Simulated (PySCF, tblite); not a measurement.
# C₂ClF₃: changes of charge

Aim: compute the changes of charge of C₂ClF₃ (`FC(F)=C(F)Cl`).

Computed with tblite 0.8.0 and PySCF 2.14.0 and routines of our own; the level stands in each step. Atoms count from 0.

## Step 1: The system as given

6 atoms, charge 0, multiplicity 1; geometry from: start built from the parent or by distance geometry.

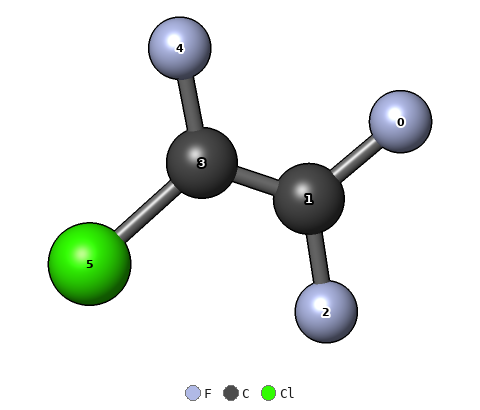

The starting geometry (fluorine light blue, carbon dark grey, chlorine green).

## Step 2: Relaxing the molecule with GFN2-xTB

What the job is given:

```
{"job": {"kind": "relax", "xc": "GFN2-xTB", "basis": "xTB"}, "charge": 0, "multiplicity": 1}
F      0.597900    -0.810000     1.574400
C      0.203900     0.142800     0.643600
F      0.232900     1.460800     0.931100
C     -0.170500    -0.232200    -0.569800
F     -0.211400    -1.569100    -0.913500
Cl    -0.646600     1.011700    -1.708900
```

Command:

```sh
$ OMP_NUM_THREADS=1 python redox_run.py task.json out
```

The driver reads the jobs from task.json and runs them one after another.

Log:

```text
step      E/eV     max force
  0    -624.96731    2.439
  1    -625.12262    1.631
  2    -625.21611    0.828
  3    -625.24942    0.578
  4    -625.27478    0.548
  5    -625.29343    0.438
  6    -625.30113    0.213
  7    -625.30373    0.131
  8    -625.30509    0.142
  9    -625.30635    0.149
 10    -625.30713    0.097
 11    -625.30751    0.069
 12    -625.30782    0.064
 13    -625.30835    0.101
 14    -625.30900    0.113
 15    -625.30942    0.069
 16    -625.30952    0.017
 17    -625.30953    0.004
```

Wall time 0.06 s (1 thread of Arm Neoverse V2, shared host).

Along the way:

```csv
step,energy from step 0 (eV),largest force (eV/Å)
0,0.0000,2.4392
1,-0.1553,1.6314
2,-0.2488,0.8284
3,-0.2821,0.5780
4,-0.3075,0.5482
5,-0.3261,0.4381
6,-0.3338,0.2127
7,-0.3364,0.1309
8,-0.3378,0.1420
9,-0.3390,0.1492
10,-0.3398,0.0970
11,-0.3402,0.0687
12,-0.3405,0.0645
13,-0.3410,0.1009
14,-0.3417,0.1134
15,-0.3421,0.0691
16,-0.3422,0.0173
17,-0.3422,0.0041
```

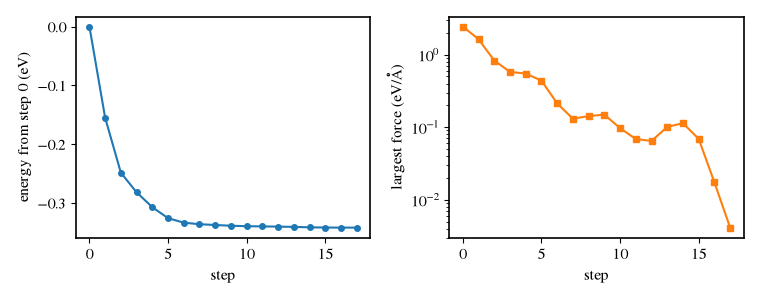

Energy and force, step by step.

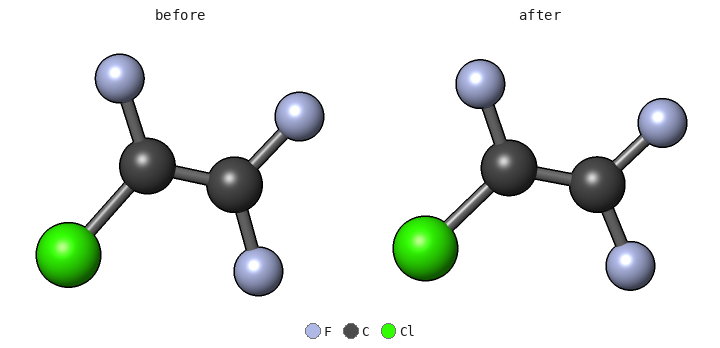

The geometry before (left) and after (right).

Distances of close pairs at the start and the end, largest changes first:

```csv
bond,before (Å),after (Å),change (Å)
F0–C1,1.389,1.322,-0.067
C3–F4,1.381,1.334,-0.047
C3–Cl5,1.753,1.709,-0.044
C1–F2,1.349,1.321,-0.028
C1–C3,1.324,1.332,+0.007
```

The next job starts from the end point, and lists it.

## Step 3: Infrared spectrum with GFN2-xTB

What the job is given:

```
{"job": {"kind": "ir", "xc": "GFN2-xTB", "basis": "xTB"}, "charge": 0, "multiplicity": 1}
F      0.589058    -0.717311     1.575918
C      0.213161     0.134782     0.638233
F      0.280310     1.383625     1.063087
C     -0.183501    -0.209335    -0.585399
F     -0.226524    -1.492343    -0.947287
Cl    -0.666259     0.904563    -1.787702
```

Log:

```text
mode    cm-1     km/mol
  1     147.6      4.81
  2     158.1      0.13
  3     298.2      2.49
  4     374.9     11.47
  5     413.8     14.17
  6     416.2     13.69
  7     460.1      0.55
  8     655.1      2.63
  9     975.4    160.39
 10    1132.3    177.80
 11    1227.6    211.29
 12    1754.4     65.78
ZPE 47.933  H(298)-E 65.963  G(298)-E -31.976 kJ/mol  S 328.49 J/(mol K)
```

It took 0.12 s on 1 thread of Arm Neoverse V2, shared host.

The strongest bands and the atoms that carry them (share of the mass-weighted mode):

```csv
cm⁻¹,km/mol,atoms
148,4.8,"F2 34 %, Cl5 29 %, F4 15 %, F0 14 %"
375,11.5,"C3 69 %, F4 12 %"
414,14.2,"Cl5 42 %, F0 20 %, F2 17 %, F4 14 %"
416,13.7,"C1 75 %, C3 16 %"
975,160.4,"C3 54 %, F0 20 %, F2 12 %"
1132,177.8,"C3 53 %, F4 26 %, C1 14 %"
1228,211.3,"C1 71 %, F2 16 %, F0 12 %"
1754,65.8,"C1 54 %, C3 42 %"
```

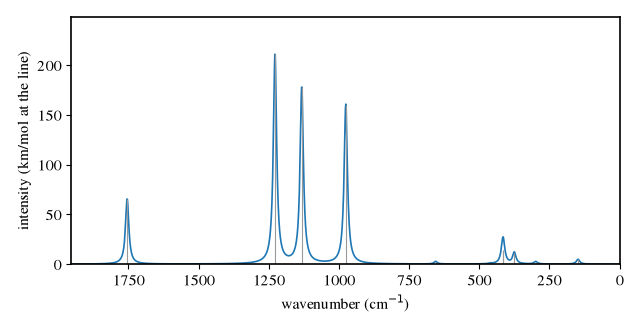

The infrared spectrum from these modes, unscaled. Lines are broadened to a width of 14 cm⁻¹ (Lorentzian).

## Step 4: Optimising the geometry at PBE0-D3(BJ)/def2-SVP

Settings changed since step 3:

```diff
@@ -1,2 +1,2 @@
-{"job": {"kind": "ir", "xc": "GFN2-xTB", "basis": "xTB"}, "charge": 0, "multiplicity": 1}
+{"job": {"xc": "PBE0", "basis": "def2-SVP", "d3": "d3bj", "grid": 1, "kind": "geom"}, "charge": 0, "multiplicity": 1}
 F      0.589058    -0.717311     1.575918
```

Log:

```text
step   0  E = -834.93243906  max force = 0.019817
step   1  E = -834.92903077  max force = 0.022693
step   2  E = -834.93167249  max force = 0.022716
step   3  E = -834.93262850  max force = 0.011258
step   4  E = -834.93324130  max force = 0.002848
step   5  E = -834.93324748  max force = 0.000921
step   6  E = -834.93325143  max force = 0.000553
step   7  E = -834.93325193  max force = 0.000198
optimisation converged
```

It took 21 s on 1 thread of Arm Neoverse V2, shared host.

Relaxation path: (the energy doesn't fall at every step)

```csv
step,energy from step 0 (eV),largest force component (eV/Å)
0,0.0000,1.0190
1,0.0927,1.1669
2,0.0209,1.1681
3,-0.0052,0.5789
4,-0.0218,0.1465
5,-0.0220,0.0474
6,-0.0221,0.0284
7,-0.0221,0.0102
```

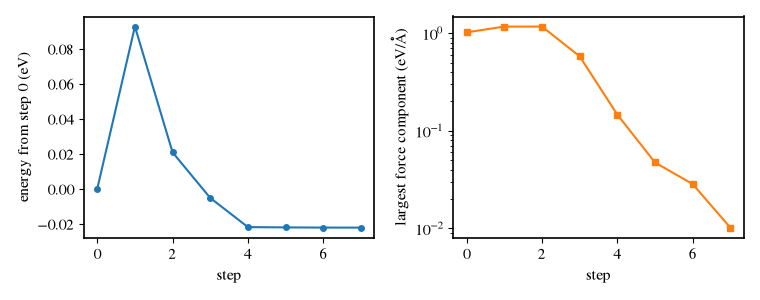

Energy and force, step by step.

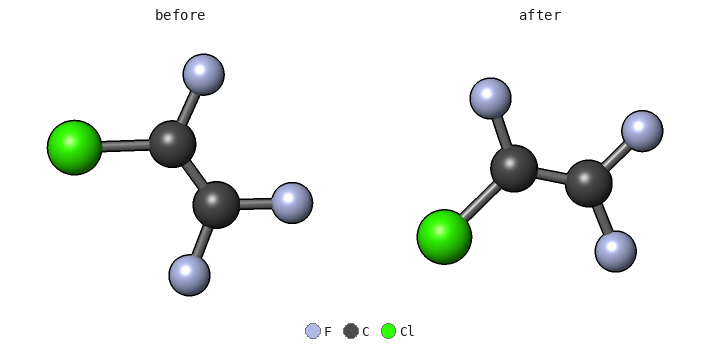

Before and after, at one scale.

Close pairs (by a distance rule), those that changed most:

```csv
bond,before (Å),after (Å),change (Å)
C1–F2,1.321,1.305,-0.016
F0–C1,1.322,1.307,-0.015
C3–F4,1.334,1.320,-0.014
C3–Cl5,1.709,1.703,-0.005
C1–C3,1.332,1.334,+0.002
```

The final coordinates are the input of the step that follows.

```csv
at the end point,value
point group (found at 0.08 Å tolerance),Cs
"rotational constants (GHz, main isotopes)","4.514, 2.275, 1.513"
dipole moment (D),0.37
```

## Step 5: Harmonic vibrations (C₂ClF₃): PBE0-D3(BJ)/def2-SVP

What the job is given:

```
{"job": {"xc": "PBE0", "basis": "def2-SVP", "d3": "d3bj", "grid": 2, "kind": "hessian"}, "charge": 0, "multiplicity": 1}
F      0.353234    -1.655058     0.645739
C      0.210949    -0.359747     0.550703
F      0.509240     0.268602     1.654682
C     -0.198032     0.251267    -0.562306
F     -0.483409    -0.442332    -1.647998
Cl    -0.384356     1.940192    -0.683367
```

Log:

```text
coarse grid: 7056 points
cycle   1  E = -834.7369582027  dE =  1.083e+00  |g| = 7.628e-01  |ddm| = 2.885e+00
cycle   2  E = -834.6017370461  dE =  1.352e-01  |g| = 1.170e+00  |ddm| = 1.514e+00
cycle   3  E = -834.8393426225  dE = -2.376e-01  |g| = 5.486e-02  |ddm| = 9.677e-01
cycle   4  E = -834.8396961608  dE = -3.535e-04  |g| = 2.872e-02  |ddm| = 5.616e-02
cycle   5  E = -834.8398522426  dE = -1.561e-04  |g| = 8.074e-03  |ddm| = 3.069e-02
cycle   6  E = -834.8398653762  dE = -1.313e-05  |g| = 2.871e-03  |ddm| = 9.795e-03
cycle   7  E = -834.8398671770  dE = -1.801e-06  |g| = 4.622e-04  |ddm| = 3.402e-03
final grid: 68976 points
cycle   8  E = -834.9331864668  dE = -1.629e-05  |g| = 4.640e-03  |ddm| = 1.250e-02
cycle   9  E = -834.9331821410  dE =  4.326e-06  |g| = 6.932e-03  |ddm| = 8.687e-03
cycle  10  E = -834.9331904268  dE = -8.286e-06  |g| = 2.905e-04  |ddm| = 5.256e-03
cycle  11  E = -834.9331904413  dE = -1.457e-08  |g| = 1.277e-04  |ddm| = 4.482e-04
cycle  12  E = -834.9331904445  dE = -3.182e-09  |g| = 5.376e-05  |ddm| = 1.719e-04
cycle  13  E = -834.9331904452  dE = -6.969e-10  |g| = 9.354e-06  |ddm| = 6.158e-05
cycle  14  E = -834.9331904452  dE = -1.819e-11  |g| = 2.432e-06  |ddm| = 1.110e-05
converged SCF energy = -834.9331904452

mode    cm-1
  1     173.1
  2     187.9
  3     344.6
  4     387.8
  5     472.6
  6     529.2
  7     577.6
  8     722.8
  9    1100.9
 10    1285.9
 11    1417.3
 12    1891.5
ZPE 54.376  H(298)-E 71.230  G(298)-E -24.400 kJ/mol  S 320.75 J/(mol K)
```

Wall time 65 s (1 thread of Arm Neoverse V2, shared host); peak memory 1.3 GiB.

Zero-point energy 54.38 kJ/mol (xTB gave 47.93).

## Step 6: Single point (C2ClF3): wB97X-D3(BJ)/ma-def2-TZVP

Geometry: PBE0-D3(BJ)/def2-SVP.

What the job is given:

```
{"job": {"kind": "sp", "xc": "wB97X", "basis": "ma-def2-TZVP", "d3": "d3bj", "grid": 2}, "charge": 0, "multiplicity": 1}
F      0.353234    -1.655058     0.645739
C      0.210949    -0.359747     0.550703
F      0.509240     0.268602     1.654682
C     -0.198032     0.251267    -0.562306
F     -0.483409    -0.442332    -1.647998
Cl    -0.384356     1.940192    -0.683367
```

Log:

```text
coarse grid: 7056 points
cycle   1  E = -835.9602080149  dE =  1.271e+00  |g| = 8.949e-01  |ddm| = 2.091e+00
cycle   2  E = -835.9464223503  dE =  1.379e-02  |g| = 1.029e+00  |ddm| = 9.672e-01
cycle   3  E = -836.1087937089  dE = -1.624e-01  |g| = 7.585e-02  |ddm| = 4.536e-01
cycle   4  E = -836.1096646567  dE = -8.709e-04  |g| = 2.604e-02  |ddm| = 6.770e-02
cycle   5  E = -836.1098118449  dE = -1.472e-04  |g| = 7.694e-03  |ddm| = 2.842e-02
cycle   6  E = -836.1098249038  dE = -1.306e-05  |g| = 2.472e-03  |ddm| = 1.080e-02
cycle   7  E = -836.1098263924  dE = -1.489e-06  |g| = 9.519e-04  |ddm| = 4.254e-03
final grid: 68976 points
cycle   8  E = -836.1114236702  dE = -6.174e-05  |g| = 8.658e-03  |ddm| = 3.498e-02
cycle   9  E = -836.1114233601  dE =  3.101e-07  |g| = 8.023e-03  |ddm| = 6.456e-03
cycle  10  E = -836.1114312499  dE = -7.890e-06  |g| = 9.760e-04  |ddm| = 3.294e-03
cycle  11  E = -836.1114313789  dE = -1.291e-07  |g| = 1.016e-04  |ddm| = 5.877e-04
cycle  12  E = -836.1114313807  dE = -1.727e-09  |g| = 5.526e-05  |ddm| = 1.246e-04
converged SCF energy = -836.1114313807
```

Run time: 10 s. Hardware: 1 thread of Arm Neoverse V2, shared host; peak memory 0.67 GiB.

## Step 7: Single point (C₂ClF₃+ (doublet)): wB97X-D3(BJ)/ma-def2-TZVP

Geometry: PBE0-D3(BJ)/def2-SVP, that of another charge or spin state.

What the job is given:

```
{"job": {"kind": "sp", "xc": "wB97X", "basis": "ma-def2-TZVP", "d3": "d3bj", "grid": 2}, "charge": 1, "multiplicity": 2}
F      0.353234    -1.655058     0.645739
C      0.210949    -0.359747     0.550703
F      0.509240     0.268602     1.654682
C     -0.198032     0.251267    -0.562306
F     -0.483409    -0.442332    -1.647998
Cl    -0.384356     1.940192    -0.683367
```

Log:

```text
final grid: 68976 points
cycle   1  E = -835.7304685897  dE = -2.103e-02  |g| = 1.860e-01  |ddm| = 3.849e-01
cycle   2  E = -835.7307050988  dE = -2.365e-04  |g| = 1.911e-01  |ddm| = 2.220e-01
cycle   3  E = -835.7452074021  dE = -1.450e-02  |g| = 2.758e-02  |ddm| = 1.117e-01
cycle   4  E = -835.7454064590  dE = -1.991e-04  |g| = 6.086e-03  |ddm| = 1.327e-02
cycle   5  E = -835.7454373717  dE = -3.091e-05  |g| = 3.363e-03  |ddm| = 6.651e-03
cycle   6  E = -835.7454520134  dE = -1.464e-05  |g| = 1.241e-03  |ddm| = 5.044e-03
cycle   7  E = -835.7454565348  dE = -4.521e-06  |g| = 8.895e-04  |ddm| = 2.892e-03
cycle   8  E = -835.7454582786  dE = -1.744e-06  |g| = 4.013e-04  |ddm| = 2.022e-03
cycle   9  E = -835.7454588516  dE = -5.730e-07  |g| = 1.914e-04  |ddm| = 1.481e-03
cycle  10  E = -835.7454589254  dE = -7.383e-08  |g| = 7.450e-05  |ddm| = 5.123e-04
cycle  11  E = -835.7454589383  dE = -1.290e-08  |g| = 4.290e-05  |ddm| = 2.075e-04
cycle  12  E = -835.7454589410  dE = -2.744e-09  |g| = 2.247e-05  |ddm| = 9.287e-05
converged SCF energy = -835.7454589410
```

Wall time 24 s (1 thread of Arm Neoverse V2, shared host); peak memory 0.79 GiB.

## Step 8: Relaxing the molecule with GFN2-xTB

This step treats C2ClF3+ (doublet), labelled `F[C](F)C(F)=[Cl+]` (the label fixes atoms and charge, not where charge and spin sit).

What the job is given:

```
{"job": {"kind": "relax", "xc": "GFN2-xTB", "basis": "xTB"}, "charge": 1, "multiplicity": 2}
F      0.369500    -1.661200     0.640500
C      0.200200    -0.351100     0.527700
F      0.526700     0.261000     1.657900
C     -0.200500     0.265900    -0.582900
F     -0.486600    -0.446200    -1.636700
Cl    -0.395400     1.938500    -0.692100
```

Log:

```text
step      E/eV     max force
  0    -609.72547    5.327
  1    -609.86369    2.533
  2    -609.92595    0.304
  3    -609.92761    0.098
  4    -609.92817    0.080
  5    -609.92850    0.052
  6    -609.92869    0.044
  7    -609.92877    0.030
  8    -609.92881    0.025
  9    -609.92885    0.023
 10    -609.92890    0.023
 11    -609.92893    0.020
 12    -609.92896    0.017
 13    -609.92897    0.015
 14    -609.92899    0.014
 15    -609.92901    0.016
 16    -609.92902    0.010
```

Run time: 0.05 s. Hardware: 1 thread of Arm Neoverse V2, shared host.

Step by step:

```csv
step,energy from step 0 (eV),largest force (eV/Å)
0,0.0000,5.3269
1,-0.1382,2.5329
2,-0.2005,0.3043
3,-0.2021,0.0982
4,-0.2027,0.0805
5,-0.2030,0.0524
6,-0.2032,0.0437
7,-0.2033,0.0299
8,-0.2033,0.0247
9,-0.2034,0.0234
10,-0.2034,0.0230
11,-0.2035,0.0197
12,-0.2035,0.0173
13,-0.2035,0.0152
14,-0.2035,0.0142
15,-0.2035,0.0160
16,-0.2036,0.0100
```

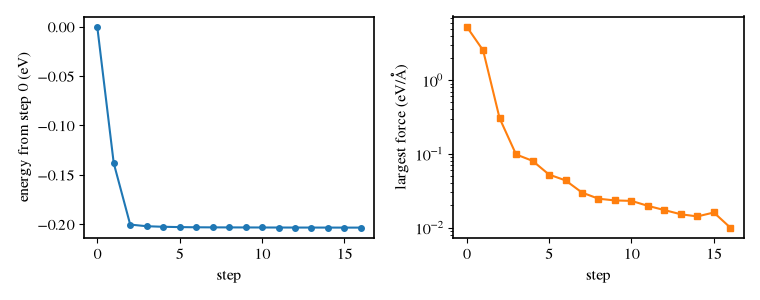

Energy and force, step by step.

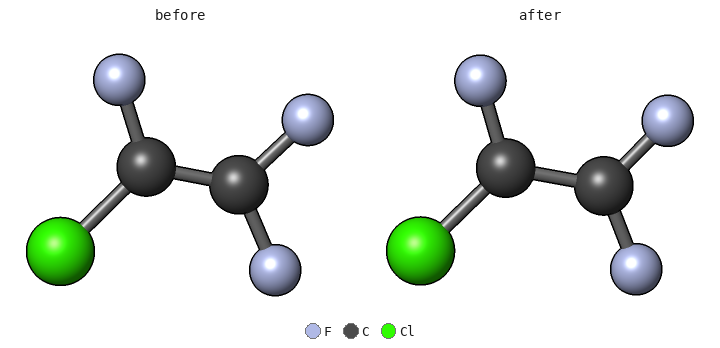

The geometry before (left) and after (right).

Distances of close pairs at the start and the end, largest changes first:

```csv
bond,before (Å),after (Å),change (Å)
C1–C3,1.332,1.406,+0.074
F0–C1,1.326,1.278,-0.048
C1–F2,1.326,1.281,-0.045
C3–Cl5,1.687,1.664,-0.024
C3–F4,1.304,1.302,-0.002
```

The end geometry stands in the next job.

## Step 9: Vibrational analysis with GFN2-xTB

What the job is given:

```
{"job": {"kind": "ir", "xc": "GFN2-xTB", "basis": "xTB"}, "charge": 1, "multiplicity": 2}
F      0.362731    -1.646367     0.633704
C      0.226214    -0.377084     0.568108
F      0.520981     0.247210     1.646816
C     -0.211216     0.288268    -0.590590
F     -0.484590    -0.441993    -1.632664
Cl    -0.400250     1.936871    -0.711069
```

Log:

```text
mode    cm-1     km/mol
  1     119.9      0.60
  2     149.5      4.85
  3     311.4      2.57
  4     357.2     16.31
  5     437.1     11.69
  6     477.1      7.80
  7     542.2     11.22
  8     677.0      4.76
  9    1000.7     54.14
 10    1217.6    178.39
 11    1379.9    217.93
 12    1497.6    175.99
ZPE 48.850  H(298)-E 66.642  G(298)-E -32.776 kJ/mol  S 333.45 J/(mol K)
```

Run time: 0.13 s. Hardware: 1 thread of Arm Neoverse V2, shared host.

Which atoms move in the most intense modes:

```csv
cm⁻¹,km/mol,atoms
357,16.3,"C3 47 %, C1 30 %"
437,11.7,"Cl5 43 %, F0 18 %, F4 16 %, F2 14 %"
477,7.8,"F2 29 %, F0 26 %, F4 23 %, C3 11 %"
542,11.2,"C1 54 %, C3 39 %"
1001,54.1,"C3 64 %, F0 18 %, F2 11 %"
1218,178.4,"C3 53 %, F4 28 %, C1 12 %"
1380,217.9,"C1 71 %, F2 15 %, F0 13 %"
1498,176.0,"C1 57 %, C3 32 %"
```

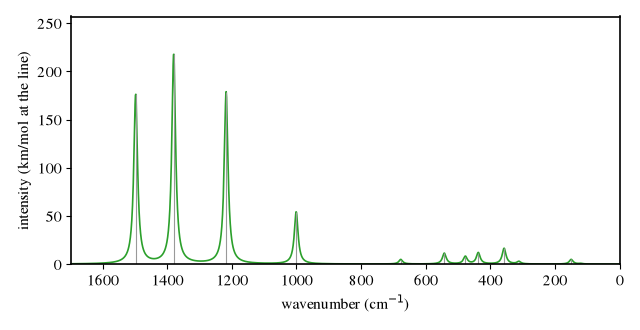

The infrared spectrum from these modes, unscaled. Lines are broadened to a width of 14 cm⁻¹ (Lorentzian).

## Step 10: Geometry optimisation at PBE0-D3(BJ)/def2-SVP

This step treats C2ClF3+ (doublet), labelled `F[C](F)C(F)=[Cl+]` (the label fixes atoms and charge, not where charge and spin sit).

Settings changed since step 9:

```diff
@@ -1,2 +1,2 @@
-{"job": {"kind": "ir", "xc": "GFN2-xTB", "basis": "xTB"}, "charge": 1, "multiplicity": 2}
+{"job": {"xc": "PBE0", "basis": "def2-SVP", "d3": "d3bj", "grid": 1, "kind": "geom"}, "charge": 1, "multiplicity": 2}
 F      0.362731    -1.646367     0.633704
```

Log:

```text
step   0  E = -834.58610725  max force = 0.037275
step   1  E = -834.57224310  max force = 0.075418
step   2  E = -834.58178699  max force = 0.048230
step   3  E = -834.58798968  max force = 0.016531
step   4  E = -834.58751663  max force = 0.015260
step   5  E = -834.58891866  max force = 0.002498
step   6  E = -834.58894294  max force = 0.000436
step   7  E = -834.58894282  max force = 0.000225
optimisation converged
```

Wall time 37 s (1 thread of Arm Neoverse V2, shared host).

The steps of the relaxation: (the energy doesn't fall at every step)

```csv
step,energy from step 0 (eV),largest force component (eV/Å)
0,0.0000,1.9168
1,0.3773,3.8782
2,0.1176,2.4801
3,-0.0512,0.8501
4,-0.0384,0.7847
5,-0.0765,0.1285
6,-0.0772,0.0224
7,-0.0772,0.0116
```

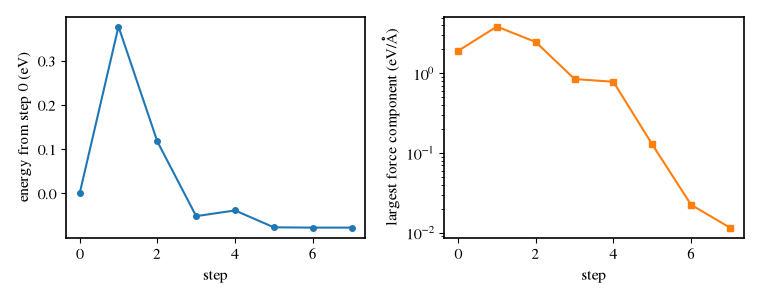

Energy and largest force along the relaxation.

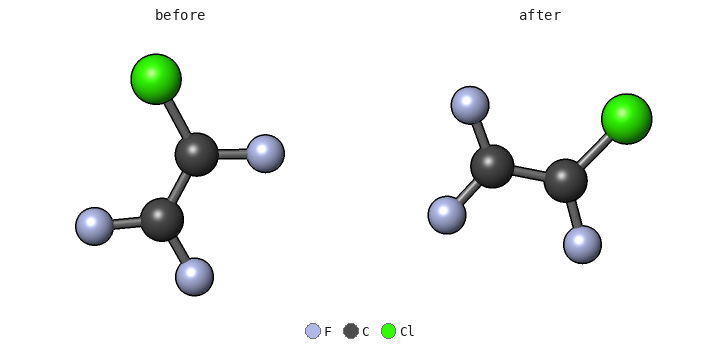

Before and after, at one scale.

Close pairs (by a distance rule), those that changed most:

```csv
bond,before (Å),after (Å),change (Å)
C3–F4,1.302,1.275,-0.026
C3–Cl5,1.664,1.641,-0.023
C1–F2,1.281,1.258,-0.022
F0–C1,1.278,1.258,-0.020
C1–C3,1.406,1.419,+0.013
```

The next job starts from the end point, and lists it.

```csv
at the end point,value
point group (found at 0.08 Å tolerance),Cs
"rotational constants (GHz, main isotopes)","4.658, 2.333, 1.554"
⟨S²⟩,0.752
```

(Part 1 of 2 ends here.)
